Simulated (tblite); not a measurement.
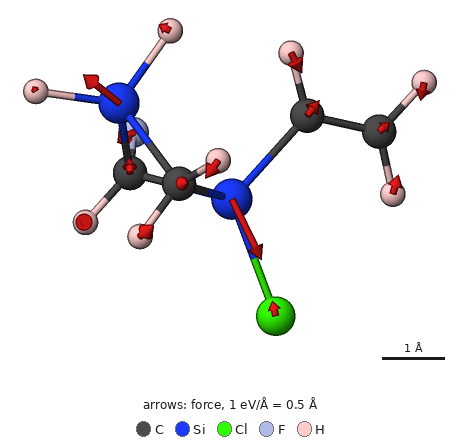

Starting geometry of C$_{4}$H$_{8}$ClFSi$_{2}$ with the computed forces as red arrows. The picture is a ball-and-stick view, seen at a tilt.

Computed with GFN2-xTB geometry optimisation, gas phase in tblite 0.8.0. 

**What follows when this structure is relaxed?**

It isn't relaxed: the largest force vector, on a Si atom, is 2.23 eV/Å. The final displacements have little in common with the starting forces (cosine between the two patterns 0.15). Over 99 geometry steps the energy falls by 17.3 kcal/mol. An H atom moves most after the best rigid fit: 1.56 Å. By element the largest moves are H 1.56 Å, F 0.78 Å, Si 0.63 Å, C 0.46 Å, Cl 0.33 Å. Some distances before and after: C–Si 1.873 → 1.942 Å, Cl–Si 2.069 → 2.028 Å, C–Si 1.880 → 1.920 Å, C–Si 1.846 → 1.878 Å. Among the angles between lasting bonds that change: H–C–H 117.5° → 106.3°, F–C–H 115.8° → 105.0°, Si–C–Si 84.5° → 93.5°. Groups turn about C–Si by about 35°, C–Si by about 35°, C–Si by about 30°.
